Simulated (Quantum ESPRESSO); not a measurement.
One Ga site of GaN in I-4m2, with the coupling taken from a PBE PAW density (pw.x of a modified build of Quantum ESPRESSO, JTH datasets) with the all-electron reconstruction of Petrilli and co-workers (|Q| = 0.171 barn). The cell was made here from a computed Materials Project entry: strained by +2 % along the cube axis and by -1 % across it, atoms relaxed (PBE without dispersion, pw.x of Quantum ESPRESSO, symmetry kept). The parent is GaN in F-43m. Stability against distortions was not tested. Cores are frozen. Against all-electron runs on small test molecules, this scheme's |Vzz| missed by −8 % on Ga, under 1 % on N.

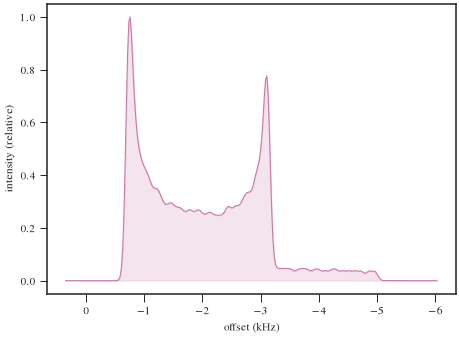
Simulated fast-MAS powder pattern of the ⁶⁹Ga central transition at 14.1 T (Larmor frequency ν0 = 144.5 MHz, I = 3/2), second-order quadrupolar broadening alone, zero at the isotropic chemical shift

Question: Estimate |C_Q| and η_Q from the pattern.

Answer: 
|C_Q| ≈ 3.4 MHz and η_Q ≈ 0.0. The pattern runs from -5.02 to -0.718 kHz before smoothing, a width that goes as C_Q²/ν0, with its centre of gravity at -2.01 kHz.
